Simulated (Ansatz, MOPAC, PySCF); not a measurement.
Breaking a bond: H₂, singlet.

- RKS-B3LYP/LANL2DZ = restricted B3LYP/LANL2DZ in PySCF
- RKS-PBE = restricted PBE/cc-pVQZ (Ansatz, a first-principles code)
- RKS-wB97X-V = restricted wB97X-V/cc-pVQZ (PySCF 2.14.0)
- PM3, restricted, heats of formation (MOPAC)
- RKS-M06-2X/6-31G* = restricted M06-2X/6-31G*, spherical d run with PySCF

Energies are in mEh, each relative to the lowest point of its own curve near equilibrium.

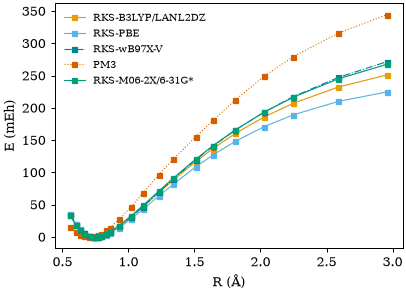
*Energy against bond length for each method.*

```
R / Å  RKS-B3LYP/LANL2DZ  RKS-PBE  RKS-wB97X-V    PM3  RKS-M06-2X/6-31G*
-----  -----------------  -------  -----------  -----  -----------------
0.56                35.2     35.9         34.3   15.8               33.7
0.60                19.4     20.2         18.9    7.6               18.2
0.63                11.3     12.0         10.9    3.6               10.2
0.66                 5.7      6.3          5.5    1.1                4.9
0.70                 1.4      1.8          1.3    0.0                1.0
0.73                 0.1      0.3          0.1    0.6                0.0
0.75                 0.0      0.0          0.0    1.7                0.1
0.77                 0.4      0.2          0.4    3.1                0.7
0.79                 1.3      0.9          1.3    5.0                1.7
0.83                 4.2      3.4          4.2    9.9                4.9
0.86                 7.2      6.1          7.2   14.4                8.1
0.93                16.3     14.4         16.3   27.2               17.6
1.02                30.6     27.8         30.8   46.7               32.4
1.11                46.4     42.7         46.9   67.9               48.7
1.23                68.3     63.2         69.2   96.2               71.0
1.34                88.1     81.8         89.6  120.6               91.1
1.51               116.8    108.5        119.4  155.2              120.5
1.64               136.8    126.9        140.5  180.4              141.3
1.81               160.3    148.2        165.5  212.4              165.9
2.03               186.1    171.0        193.6  249.3              193.6
2.25               207.3    189.2        217.4  279.5              216.7
2.59               232.2    209.9        247.1  315.8              244.9
2.96               251.1    224.8        271.7  344.5              267.6
```

At the longest distance, 2.96 Å, PM3 lies highest above its minimum (344.5 mEh) and RKS-PBE lowest (224.8 mEh).

The restricted form behind RKS-B3LYP/LANL2DZ, RKS-PBE, RKS-wB97X-V, PM3, RKS-M06-2X/6-31G* keeps the bonding electrons paired and can't separate into open-shell fragments.
